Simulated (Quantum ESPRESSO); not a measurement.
# KNiF3: which magnetic order is lowest

Does KNiF3 prefer parallel or opposed moments?

Program: Quantum ESPRESSO 7.5. Level of theory: PBEsol with U = 6 eV on Ni d (ortho-atomic projectors); plane waves with GBRV 1.5 PBEsol potentials, no spin-orbit coupling. Results are calculated unless marked as measured.

The database entry behind the starting cell differs from later determinations by our own check (about 0.35 % short), so it need not match the best structure at ambient conditions.

### 1. The structure

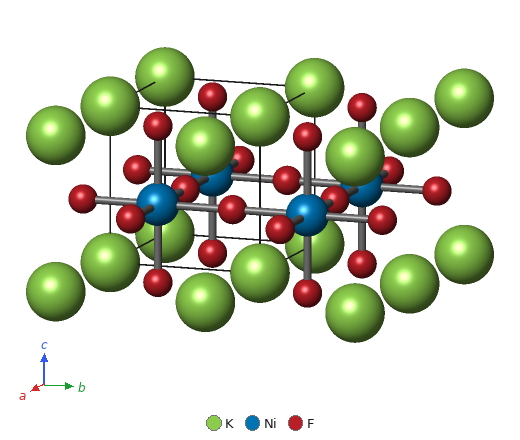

The cell as given, slightly off an axis (potassium green, nickel blue, fluorine red). 2×2×1 cells are drawn. Some periodic images of atoms are drawn too.

The cell comes from the Crystallography Open Database.

### 2. Start 1: ferro +

The signs are those of the starting moments on the seeded atoms, the atoms that are given a moment.

Contents of pw.in:

```
&CONTROL
  calculation = 'scf'
  prefix = 'pwscf'
  outdir = './tmp'
  pseudo_dir = './pseudo'
  disk_io = 'nowf'
/
&SYSTEM
  ibrav = 0
  celldm(1) = 8
  nat = 5
  ntyp = 3
  ecutwfc = 40
  ecutrho = 280
  nbnd = 34
  occupations = 'smearing'
  smearing = 'fd'
  degauss = 0.00367493
  nspin = 2
  starting_magnetization(1) = 0
  starting_magnetization(2) = 0.1111
  starting_magnetization(3) = 0
/
&ELECTRONS
  conv_thr = 1d-08
  electron_maxstep = 150
  mixing_beta = 0.3
/
ATOMIC_SPECIES
K      39.0983 k_pbesol_v1.4.uspp.F.UPF
Ni     58.6934 ni_pbesol_v1.4.uspp.F.UPF
F      18.9984 f_pbesol_v1.4.uspp.F.UPF
CELL_PARAMETERS alat
   0.9448630623129    0.0000000000000    0.0000000000000
   0.0000000000000    0.9448630623129    0.0000000000000
   0.0000000000000    0.0000000000000    0.9448630623129
ATOMIC_POSITIONS crystal
K       0.0000000000    0.0000000000    0.0000000000
Ni      0.5000000000    0.5000000000    0.5000000000
F       0.5000000000    0.5000000000    0.0000000000
F       0.0000000000    0.5000000000    0.5000000000
F       0.5000000000    0.0000000000    0.5000000000
K_POINTS automatic
6 6 6 0 0 0
HUBBARD {ortho-atomic}
U Ni-3d 6.0000
```

The run is started by

```sh
OMP_NUM_THREADS=1 mpirun -n 4 pw.x -nk 4 -in pw.in > pw.out
```

The program printed:

```text
Program PWSCF v.7.5 starts

     Message from routine setup:
     using ibrav=0 with symmetry is DISCOURAGED, use correct ibrav instead

     K-points division:     npool     =       4
     Subspace diagonalization in iterative solution of the eigenvalue problem:

     G-vector sticks info
     --------------------
     sticks:   dense  smooth     PW     G-vecs:    dense   smooth      PW
     Sum        1281     725    221                34265    14771    2517

     Using Slab Decomposition

     bravais-lattice index     =            0
     lattice parameter (alat)  =       8.0000  a.u.
     unit-cell volume          =     431.8934 (a.u.)^3
     number of atoms/cell      =            5
     number of atomic types    =            3
     number of electrons       =        48.00
     number of Kohn-Sham states=           34
     kinetic-energy cutoff     =      40.0000  Ry
     charge density cutoff     =     280.0000  Ry
     scf convergence threshold =      1.0E-08
     mixing beta               =       0.3000
     number of iterations used =            8  plain     mixing
     Exchange-correlation= SLA  PW   PSX  PSC
                           (   1   4  10   8   0   0   0)
     Hubbard projectors: ortho-atomic
     Hubbard parameters of DFT+U (Dudarev formulation) in eV:
     U(Ni-3d) =  6.0000

     Internal variables: lda_plus_u =T, lda_plus_u_kind = 0

     Internal variables: orbital_resolved =F, hub_pot_fix =F, apply_U = F

     celldm(1)=   8.000000  celldm(2)=   0.000000  celldm(3)=   0.000000
     celldm(4)=   0.000000  celldm(5)=   0.000000  celldm(6)=   0.000000

     crystal axes: (cart. coord. in units of alat)
               a(1) = (   0.944863   0.000000   0.000000 )
               a(2) = (   0.000000   0.944863   0.000000 )
               a(3) = (   0.000000   0.000000   0.944863 )

     reciprocal axes: (cart. coord. in units 2 pi/alat)
               b(1) = (  1.058354  0.000000  0.000000 )
               b(2) = (  0.000000  1.058354  0.000000 )
               b(3) = (  0.000000  0.000000  1.058354 )

     PseudoPot. # 1 for K  read from file:
     k_pbesol_v1.4.uspp.F.UPF
     Pseudo is Ultrasoft + core correction, Zval =  9.0
     Generated by new atomic code, or converted to UPF format
     Using radial grid of  841 points,  6 beta functions with:
                l(1) =   0
                l(2) =   0
                l(3) =   1
                l(4) =   1
                l(5) =   2
                l(6) =   2
     Q(r) pseudized with  6 coefficients,  rinner =    1.500   1.500   1.500
                                                       1.500   1.500

     PseudoPot. # 2 for Ni read from file:
     ni_pbesol_v1.4.uspp.F.UPF
     Pseudo is Ultrasoft + core correction, Zval = 18.0
     Generated by new atomic code, or converted to UPF format
     Using radial grid of  865 points,  6 beta functions with:
                l(1) =   0
                l(2) =   0
                l(3) =   1
                l(4) =   1
                l(5) =   2
                l(6) =   2
     Q(r) pseudized with 10 coefficients,  rinner =    0.980   0.980   0.980
                                                       0.980   0.980

     PseudoPot. # 3 for F  read from file:
     f_pbesol_v1.4.uspp.F.UPF
     Pseudo is Ultrasoft, Zval =  7.0
     Generated by new atomic code, or converted to UPF format
     Using radial grid of  799 points,  4 beta functions with:
                l(1) =   0
                l(2) =   0
                l(3) =   1
                l(4) =   1
     Q(r) pseudized with  8 coefficients,  rinner =    0.950   0.950   0.950

     atomic species   valence    mass     pseudopotential
     K                 9.00    39.09830     K ( 1.00)
     Ni               18.00    58.69340     Ni( 1.00)
     F                 7.00    18.99840     F ( 1.00)

     Starting magnetic structure
     atomic species   magnetization
     K               0.000
     Ni              0.111
     F               0.000

     48 Sym. Ops., with inversion, found

   Cartesian axes

     site n.     atom                  positions (alat units)
         1        K      tau(   1) = (   0.0000000   0.0000000   0.0000000  )
         2        Ni     tau(   2) = (   0.4724315   0.4724315   0.4724315  )
         3        F      tau(   3) = (   0.4724315   0.4724315   0.0000000  )
         4        F      tau(   4) = (   0.0000000   0.4724315   0.4724315  )
         5        F      tau(   5) = (   0.4724315   0.0000000   0.4724315  )

     number of k points=    20  Fermi-Dirac smearing, width (Ry)=  0.0037
                       cart. coord. in units 2pi/alat
        k(    1) = (   0.0000000   0.0000000   0.0000000), wk =   0.0046296
        k(    2) = (   0.0000000   0.0000000   0.1763924), wk =   0.0277778
        k(    3) = (   0.0000000   0.0000000   0.3527848), wk =   0.0277778
        k(    4) = (   0.0000000   0.0000000  -0.5291772), wk =   0.0138889
        k(    5) = (   0.0000000   0.1763924   0.1763924), wk =   0.0555556
        [... 15 further k-points ...]

     Dense  grid:    34265 G-vectors     FFT dimensions: (  45,  45,  45)

     Smooth grid:    14771 G-vectors     FFT dimensions: (  32,  32,  32)

     Check: negative core charge=   -0.000006
     Generating pointlists ...
     new r_m :   0.2756 (alat units)  2.2048 (a.u.) for type    1
     new r_m :   0.1949 (alat units)  1.5590 (a.u.) for type    2
     new r_m :   0.1949 (alat units)  1.5590 (a.u.) for type    3

     Initial potential from superposition of free atoms

     starting charge      45.4963, renormalised to      48.0000

     STARTING HUBBARD OCCUPATIONS:

     =================== HUBBARD OCCUPATIONS ===================
     ------------------------ ATOM    2 ------------------------
     Tr[ns(  2)] (up, down, total) =   5.00000  3.00000  8.00000
     Atomic magnetic moment for atom   2 =   2.00000
     [... lines left out ...]
     Number of occupied Hubbard levels =    8.0000

     Atomic wfc used for Hubbard projectors are orthogonalized

     Starting wfcs are   33 randomized atomic wfcs +    1 random wfcs

     Self-consistent Calculation

     iteration #  1     ecut=    40.00 Ry     beta= 0.30
     Davidson diagonalization with overlap
     ethr =  1.00E-02,  avg # of iterations =  6.5

     =================== HUBBARD OCCUPATIONS ===================
     ------------------------ ATOM    2 ------------------------
     Tr[ns(  2)] (up, down, total) =   4.53725  1.02732  5.56457
     Atomic magnetic moment for atom   2 =   3.50993
     [... lines left out ...]
     Number of occupied Hubbard levels =    5.5646

     total energy              =    -541.80804240 Ry
     estimated scf accuracy    <      11.93906666 Ry

     total magnetization       =     3.48 Bohr mag/cell
     absolute magnetization    =     3.82 Bohr mag/cell

     iteration #  2     ecut=    40.00 Ry     beta= 0.30
     Davidson diagonalization with overlap
     ethr =  1.00E-02,  avg # of iterations =  3.2

     total energy              =    -544.61516486 Ry
     estimated scf accuracy    <       7.40044742 Ry

     total magnetization       =     0.71 Bohr mag/cell
     absolute magnetization    =     0.72 Bohr mag/cell

     iteration #  3     ecut=    40.00 Ry     beta= 0.30
     Davidson diagonalization with overlap
     ethr =  1.00E-02,  avg # of iterations =  1.9

     total energy              =    -545.64009817 Ry
     estimated scf accuracy    <       0.37896016 Ry

     total magnetization       =     2.00 Bohr mag/cell
     absolute magnetization    =     2.03 Bohr mag/cell

     [... further iterations left out ...]

     iteration # 10     ecut=    40.00 Ry     beta= 0.30
     Davidson diagonalization with overlap
     ethr =  3.12E-09,  avg # of iterations =  2.5

     total energy              =    -545.79377113 Ry
     estimated scf accuracy    <       0.00000048 Ry

     total magnetization       =     2.00 Bohr mag/cell
     absolute magnetization    =     2.03 Bohr mag/cell

     iteration # 11     ecut=    40.00 Ry     beta= 0.30
     Davidson diagonalization with overlap
     ethr =  1.00E-09,  avg # of iterations =  2.4

     total energy              =    -545.79377574 Ry
     estimated scf accuracy    <       0.00000015 Ry

     total magnetization       =     2.00 Bohr mag/cell
     absolute magnetization    =     2.03 Bohr mag/cell

     iteration # 12     ecut=    40.00 Ry     beta= 0.30
     Davidson diagonalization with overlap
     ethr =  3.10E-10,  avg # of iterations =  2.0

     total energy              =    -545.79377797 Ry
     estimated scf accuracy    <       0.00000003 Ry

     total magnetization       =     2.00 Bohr mag/cell
     absolute magnetization    =     2.03 Bohr mag/cell

     iteration # 13     ecut=    40.00 Ry     beta= 0.30
     Davidson diagonalization with overlap
     ethr =  5.89E-11,  avg # of iterations =  2.4

     Magnetic moment per site  (integrated on atomic sphere of radius R)
     atom   1 (R=0.276)  charge=  7.6179  magn= -0.0006
     atom   2 (R=0.195)  charge= 15.3739  magn=  1.7714
     atom   3 (R=0.195)  charge=  6.5148  magn=  0.0519
     atom   4 (R=0.195)  charge=  6.5148  magn=  0.0519
     atom   5 (R=0.195)  charge=  6.5148  magn=  0.0519

     End of self-consistent calculation

     =================== HUBBARD OCCUPATIONS ===================
     ------------------------ ATOM    2 ------------------------
     Tr[ns(  2)] (up, down, total) =   4.98761  3.16789  8.15549
     Atomic magnetic moment for atom   2 =   1.81972
     [... lines left out ...]
     Number of occupied Hubbard levels =    8.1555

     [... lines left out ...]
     the Fermi energy is     6.9195 ev

!    total energy              =    -545.79378009 Ry
     estimated scf accuracy    <          2.4E-10 Ry
     smearing contrib. (-TS)   =       0.00000000 Ry
     internal energy E=F+TS    =    -545.79378009 Ry

     The total energy is F=E-TS. E is the sum of the following terms:
     one-electron contribution =    -387.34951044 Ry
     hartree contribution      =     216.37017861 Ry
     xc contribution           =     -71.90419899 Ry
     ewald contribution        =    -302.95325932 Ry
     Hubbard energy            =       0.04301005 Ry

     total magnetization       =     2.00 Bohr mag/cell
     absolute magnetization    =     2.03 Bohr mag/cell

     convergence has been achieved in  13 iterations

=------------------------------------------------------------------------------=
   JOB DONE.
=------------------------------------------------------------------------------=
```

It took 12 s on 4 MPI ranks of Arm Neoverse V2, shared host; peak memory 0.43 GiB; 46 s of CPU time.

Spin moment in the atom's sphere by atom:

```csv
atom,spin moment in the atom's sphere (μB)
K1,0.00
Ni2,1.77
F3,0.05
F4,0.05
F5,0.05
```

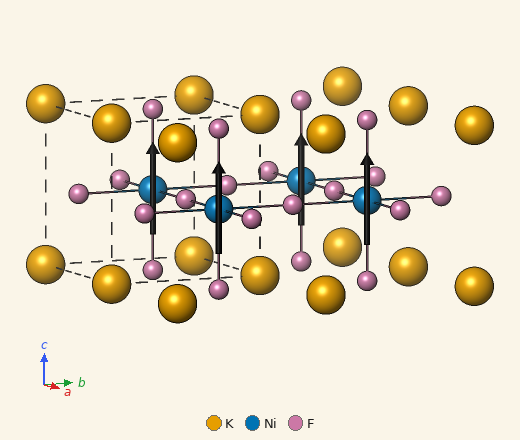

Spin moment in the atom's sphere as arrows, the longest 1.77 μB. Up and down stand for the sign. Arrows give size and sign along the axis of quantisation, drawn up and down the page. 2×2×1 cells are drawn. Some periodic images of atoms are drawn too.

Numbers from this step:

* smearing term TS: 0 eV
* magnetization: 2 μB
* absolute magnetization: 2.027 μB
* final state: ferromagnetic

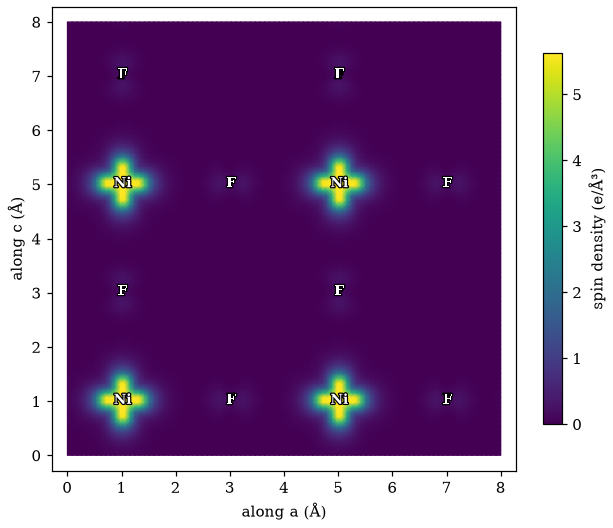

Spin density in the ac plane at fractional y = 0.500, with atoms of Ni and F within 0.2 Å of it. The map starts off the cell's origin, so that atoms lie inside it.

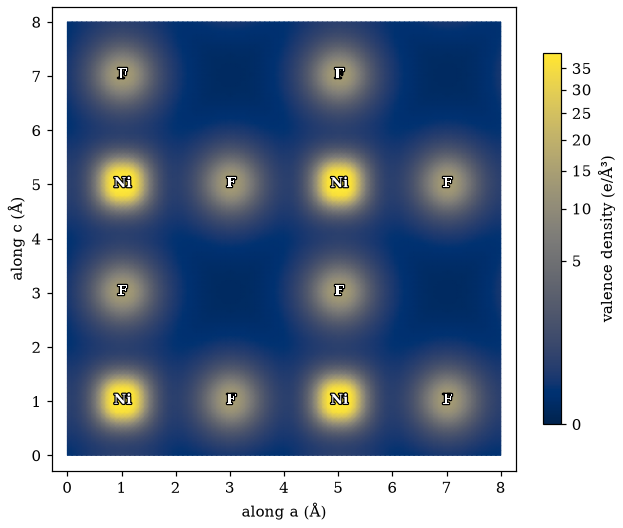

Valence density in the ac plane at fractional y = 0.500, with atoms of Ni and F within 0.2 Å of it. It is the smooth field of the valence electrons, not physical close to the nuclei. The map starts off the cell's origin, so that atoms lie inside it. The colour scale is stretched toward low values.

(Continued in part 2 of 2.)

[Logs and program files are shortened in this print: banners, set-up blocks, solver, clock and traceback lines can be left out without a mark of their own.]

[Logs are printed without paths, hosts, clocks, repeated set-up lines and the standing remarks that a program may print on its own settings, such as how far it seeks lower states.]

[Hosts, paths, dates, database ids (printed as entryN), source tags and the programs' standing remarks are cut or masked in the printed files.]

[Where a cell is said to come from a database of computed structures, the database is the Materials Project.]
